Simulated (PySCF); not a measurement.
# CF3SO3H: NMR shifts at several levels of theory, part 2 of 2

PySCF 2.14.0. Atoms count from 0. Earlier steps stand in the parts before.

## Step 6: NMR shieldings: PBE0/cc-pVTZ

Job settings and geometry (Å):

```
{"job": {"kind": "nmr", "xc": "PBE0", "basis": "cc-pVTZ", "pop": true}, "charge": 0, "multiplicity": 1}
O     -0.755313    -0.045942     1.715848
S     -0.755979    -0.283576     0.290875
O     -1.400071    -1.397061    -0.346329
O     -1.248278     1.050383    -0.463044
C      1.017051    -0.283097    -0.253097
F      1.570189     0.870116     0.089041
F      1.641033    -1.271245     0.352968
F      1.093351    -0.438846    -1.556814
H     -1.149232     1.802243     0.143575
```

Method: GIAO PBE0/cc-pVTZ NMR shielding, non-relativistic, gas phase.

Standard output:

```text
coarse grid: 9848 points
cycle   1  E = -961.2111339711  dE =  2.250e+00  |g| = 1.521e+00  |ddm| = 5.644e+00
cycle   2  E = -960.0467456694  dE =  1.164e+00  |g| = 3.036e+00  |ddm| = 4.388e+00
cycle   3  E = -961.5969437944  dE = -1.550e+00  |g| = 2.548e-01  |ddm| = 2.994e+00
cycle   4  E = -961.6028045880  dE = -5.861e-03  |g| = 1.808e-01  |ddm| = 4.346e-01
cycle   5  E = -961.6080687087  dE = -5.264e-03  |g| = 3.040e-02  |ddm| = 1.985e-01
cycle   6  E = -961.6082383001  dE = -1.696e-04  |g| = 8.341e-03  |ddm| = 4.231e-02
cycle   7  E = -961.6082468995  dE = -8.599e-06  |g| = 3.978e-03  |ddm| = 1.097e-02
cycle   8  E = -961.6082495382  dE = -2.639e-06  |g| = 9.921e-04  |ddm| = 4.471e-03
final grid: 96768 points
cycle   9  E = -961.6020617982  dE = -6.802e-05  |g| = 8.585e-03  |ddm| = 4.782e-02
cycle  10  E = -961.6020488048  dE =  1.299e-05  |g| = 1.208e-02  |ddm| = 2.338e-02
cycle  11  E = -961.6020729429  dE = -2.414e-05  |g| = 1.910e-03  |ddm| = 1.414e-02
cycle  12  E = -961.6020735473  dE = -6.044e-07  |g| = 5.444e-04  |ddm| = 2.251e-03
cycle  13  E = -961.6020735927  dE = -4.541e-08  |g| = 2.075e-04  |ddm| = 7.189e-04
cycle  14  E = -961.6020736002  dE = -7.487e-09  |g| = 4.944e-05  |ddm| = 2.481e-04
cycle  15  E = -961.6020736005  dE = -3.531e-10  |g| = 2.136e-05  |ddm| = 6.618e-05
converged SCF energy = -961.6020736005

GIAO shielding tensors (ppm)
atom      isotropic    diamagn.    paramagn.     s11        s22        s33       span
  0 O      112.050     401.315    -289.265     63.804    111.633    160.713     96.909
  1 S      213.086    1053.850    -840.765     54.169    157.430    427.658    373.490
  2 O      124.155     399.890    -275.735     87.667    125.686    159.112     71.444
  3 O      140.180     388.400    -248.220     57.874     80.777    281.890    224.016
  4 C       60.921     246.887    -185.966     50.135     64.879     67.749     17.614
  5 F      264.602     471.379    -206.777    202.848    242.191    348.767    145.919
  6 F      268.561     468.739    -200.177    206.769    254.344    344.571    137.802
  7 F      264.853     469.570    -204.716    205.236    245.972    343.352    138.116
  8 H       26.365      31.451      -5.086     21.298     22.322     35.476     14.178
```

It took 65 s on 1 thread, shared host.

This run: δ C4 126.4, O0 216.7, O3 194.7, S1 312, H8 4.93 ppm (means over like atoms).

## Step 7: Shielding tensors: PBE0/aug-cc-pVDZ

Same as in step 6 but for these lines:

```diff
@@ -1,2 +1,2 @@
-{"job": {"kind": "nmr", "xc": "PBE0", "basis": "cc-pVTZ", "pop": true}, "charge": 0, "multiplicity": 1}
+{"job": {"kind": "nmr", "xc": "PBE0", "basis": "aug-cc-pVDZ", "pop": true}, "charge": 0, "multiplicity": 1}
 O     -0.755313    -0.045942     1.715848
```

Method: GIAO PBE0/aug-cc-pVDZ NMR shielding, non-relativistic, gas phase.

Standard output:

```text
coarse grid: 9848 points
cycle   1  E = -961.0226070122  dE =  2.325e+00  |g| = 1.439e+00  |ddm| = 5.762e+00
cycle   2  E = -959.9079997217  dE =  1.115e+00  |g| = 2.872e+00  |ddm| = 5.865e+00
cycle   3  E = -961.3975482155  dE = -1.490e+00  |g| = 2.458e-01  |ddm| = 4.150e+00
cycle   4  E = -961.4035392558  dE = -5.991e-03  |g| = 1.745e-01  |ddm| = 5.413e-01
cycle   5  E = -961.4089931276  dE = -5.454e-03  |g| = 2.701e-02  |ddm| = 2.273e-01
cycle   6  E = -961.4091390297  dE = -1.459e-04  |g| = 8.016e-03  |ddm| = 4.760e-02
cycle   7  E = -961.4091480058  dE = -8.976e-06  |g| = 3.806e-03  |ddm| = 1.296e-02
cycle   8  E = -961.4091506351  dE = -2.629e-06  |g| = 9.169e-04  |ddm| = 5.259e-03
final grid: 96768 points
cycle   9  E = -961.4131787216  dE = -3.308e-05  |g| = 7.374e-03  |ddm| = 7.295e-02
cycle  10  E = -961.4131665737  dE =  1.215e-05  |g| = 1.103e-02  |ddm| = 2.541e-02
cycle  11  E = -961.4131889423  dE = -2.237e-05  |g| = 1.452e-03  |ddm| = 1.507e-02
cycle  12  E = -961.4131893395  dE = -3.972e-07  |g| = 4.047e-04  |ddm| = 2.664e-03
cycle  13  E = -961.4131893651  dE = -2.564e-08  |g| = 1.664e-04  |ddm| = 6.610e-04
cycle  14  E = -961.4131893703  dE = -5.214e-09  |g| = 4.148e-05  |ddm| = 2.533e-04
cycle  15  E = -961.4131893706  dE = -2.599e-10  |g| = 1.926e-05  |ddm| = 7.229e-05
converged SCF energy = -961.4131893706

GIAO shielding tensors (ppm)
atom      isotropic    diamagn.    paramagn.     s11        s22        s33       span
  0 O      129.641     390.712    -261.071     84.361    137.927    166.634     82.273
  1 S      269.622    1046.445    -776.822    133.103    214.923    460.841    327.738
  2 O      140.311     389.885    -249.574    104.033    152.858    164.042     60.009
  3 O      153.528     390.036    -236.508     75.995     93.747    290.843    214.848
  4 C       72.994     241.648    -168.653     63.241     76.504     79.238     15.997
  5 F      273.997     468.385    -194.388    215.623    252.829    353.540    137.917
  6 F      278.685     468.304    -189.618    221.608    264.812    349.636    128.028
  7 F      274.631     467.254    -192.623    219.121    256.251    348.521    129.400
  8 H       26.661      33.820      -7.159     21.565     22.587     35.832     14.268
```

It took 46 s on 1 thread, shared host.

This run: δ C4 122.1, O0 200.9, O3 182.4, S1 288, H8 4.73 ppm (means over like atoms).

## Step 8: NMR shieldings: PBE0/IGLO-III

Same as in step 7 but for these lines:

```diff
@@ -1,2 +1,2 @@
-{"job": {"kind": "nmr", "xc": "PBE0", "basis": "aug-cc-pVDZ", "pop": true}, "charge": 0, "multiplicity": 1}
+{"job": {"kind": "nmr", "xc": "PBE0", "basis": "IGLO-III", "pop": true}, "charge": 0, "multiplicity": 1}
 O     -0.755313    -0.045942     1.715848
```

With the program's defaults for keys left out, this is: GIAO PBE0/IGLO-III NMR shielding, non-relativistic, gas phase.

Standard output:

```text
coarse grid: 9848 points
cycle   1  E = -961.2268402474  dE =  2.226e+00  |g| = 1.542e+00  |ddm| = 2.663e+00
cycle   2  E = -959.9863176487  dE =  1.241e+00  |g| = 3.128e+00  |ddm| = 2.306e+00
cycle   3  E = -961.6155057400  dE = -1.629e+00  |g| = 2.718e-01  |ddm| = 1.753e+00
cycle   4  E = -961.6220700382  dE = -6.564e-03  |g| = 1.929e-01  |ddm| = 2.035e-01
cycle   5  E = -961.6280048704  dE = -5.935e-03  |g| = 3.270e-02  |ddm| = 9.044e-02
cycle   6  E = -961.6281914505  dE = -1.866e-04  |g| = 1.004e-02  |ddm| = 2.232e-02
cycle   7  E = -961.6282043662  dE = -1.292e-05  |g| = 4.075e-03  |ddm| = 5.138e-03
cycle   8  E = -961.6282069483  dE = -2.582e-06  |g| = 1.328e-03  |ddm| = 2.223e-03
final grid: 96768 points
cycle   9  E = -961.6428868630  dE = -1.177e-04  |g| = 8.279e-03  |ddm| = 3.677e-02
cycle  10  E = -961.6428755558  dE =  1.131e-05  |g| = 1.102e-02  |ddm| = 8.617e-03
cycle  11  E = -961.6428952559  dE = -1.970e-05  |g| = 2.461e-03  |ddm| = 5.903e-03
cycle  12  E = -961.6428961641  dE = -9.081e-07  |g| = 7.556e-04  |ddm| = 1.466e-03
cycle  13  E = -961.6428962564  dE = -9.239e-08  |g| = 2.641e-04  |ddm| = 4.473e-04
cycle  14  E = -961.6428962676  dE = -1.112e-08  |g| = 6.952e-05  |ddm| = 1.524e-04
cycle  15  E = -961.6428962684  dE = -8.079e-10  |g| = 2.245e-05  |ddm| = 4.414e-05
converged SCF energy = -961.6428962684

GIAO shielding tensors (ppm)
atom      isotropic    diamagn.    paramagn.     s11        s22        s33       span
  0 O       93.958     392.499    -298.541     43.818     87.734    150.324    106.507
  1 S      179.814    1060.516    -880.701      7.514    128.250    403.679    396.165
  2 O      105.923     391.215    -285.292     69.084     99.505    149.180     80.096
  3 O      126.636     394.473    -267.836     35.510     70.036    274.363    238.853
  4 C       55.802     255.197    -199.395     44.101     60.177     63.128     19.026
  5 F      258.089     464.202    -206.112    195.632    234.984    343.653    148.021
  6 F      262.964     461.187    -198.222    200.949    248.153    339.791    138.842
  7 F      258.393     462.400    -204.006    198.424    238.351    338.405    139.982
  8 H       26.258      30.325      -4.067     21.418     22.356     35.000     13.583
```

Run time: 80 s. Hardware: 1 thread, shared host.

This run: δ C4 128.0, O0 227.2, O3 200.6, S1 339, H8 5.12 ppm (means over like atoms).

## Step 9: Side by side: NMR shifts

Shifts (ppm), means over like atoms, with basis size and wall time (the measured row can stand on another reference than the computed rows):

```tsv
run	C4	H8	O0	O3	S1	F5	functions	time
PBE0/def2-SVP	124.6	4.34	213.1	187.3	312	-71.4	121	20 s
PBE0/def2-TZVP	127.0	4.84	223.1	198.5	347	-83.5	260	67 s
PBE0/cc-pVDZ	123.7	4.08	210.4	187.4	284	-83.0	121	25 s
PBE0/cc-pVTZ	126.4	4.93	216.7	194.7	312	-83.4	258	65 s
PBE0/aug-cc-pVDZ	122.1	4.73	200.9	182.4	288	-81.6	197	46 s
PBE0/IGLO-III	128.0	5.12	227.2	200.6	339	-85.2	299	80 s
measured	–	–	–	–	–	-80.0	–	–
```

Measured: G. Saielli, R. Bini, A. Bagno, Computational 19F NMR. 2. Organic compounds, RSC Adv. 2014, ESI (exp. from Berger-Braun-Kalinowski 1994 and Everett 1995).

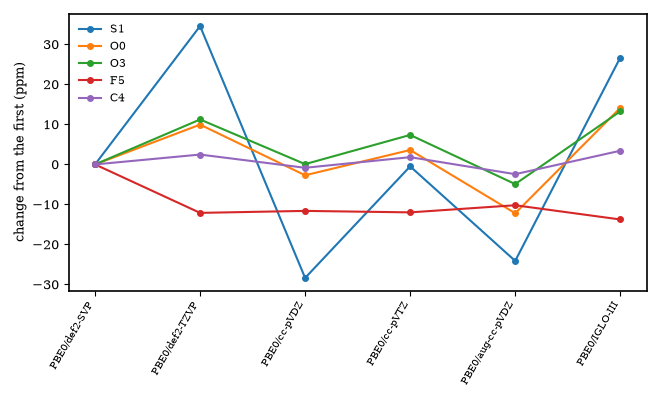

How five of the tabulated atoms move from run to run.

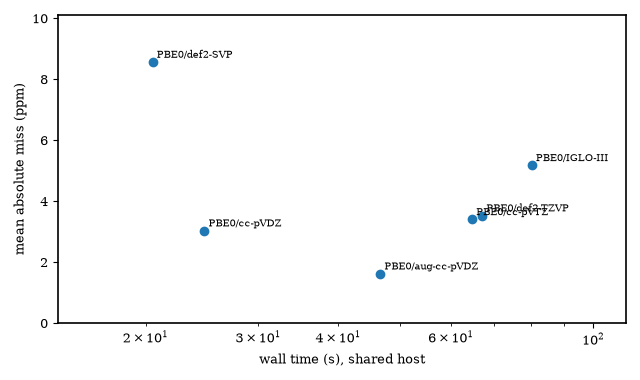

Cost against miss for the one measured 19F shift.

## Step 10: What came out

The summary covers parts 1 to 2.

| quantity | value |
| --- | --- |
| point group | C1 |
| rotational constants (main isotopes) | 2.63, 1.57, 1.56 GHz |
| 13C shifts against TMS (PBE0/def2-SVP) | 124.6 ppm |
| 1H shifts against TMS (PBE0/def2-SVP) | 4.34 ppm |
| 17O shifts against H2O (PBE0/def2-SVP, means over atoms taken as alike) | 213.1, 187.3 ppm |
| 33S shifts against CS2 (PBE0/def2-SVP) | 312 ppm |
| 19F shifts against CFCl3 (PBE0/def2-SVP, means over atoms taken as alike) | -71.4 ppm |
| measured, and computed on the same scale | F5 δ -80.0, -71.4 ppm |
| range of the shift of S1 | 284 to 347 ppm |

In words: Single values in the summary come from the first run of each kind that ended normally (PBE0/def2-SVP), which need not be the best level. Relaxing lowered the energy by 0.098 eV in 13 steps; the close pair that moved most is S1–O3, from 1.583 to 1.609 Å. At PBE0/def2-SVP: The widest tensor belongs to S1: span 350 ppm, with a paramagnetic part of -796 ppm. The one measured 19F shift is missed by +8.6 ppm (computed less measured, unscaled). Vibration, temperature and solvent are missing from the calculation, and it holds one conformer, so part of the miss against the measured shifts is not the functional's. In ppm, S1 moves most: its shift spreads over 63 ppm, from 284 (PBE0/cc-pVDZ) to 347 (PBE0/def2-TZVP). For the one measured 19F shift, PBE0/aug-cc-pVDZ misses least (1.6 ppm, 46 s) and PBE0/def2-SVP most (8.6 ppm, 20 s). One molecule ranks no method: errors cancel, and vibration and temperature are missing from all runs.
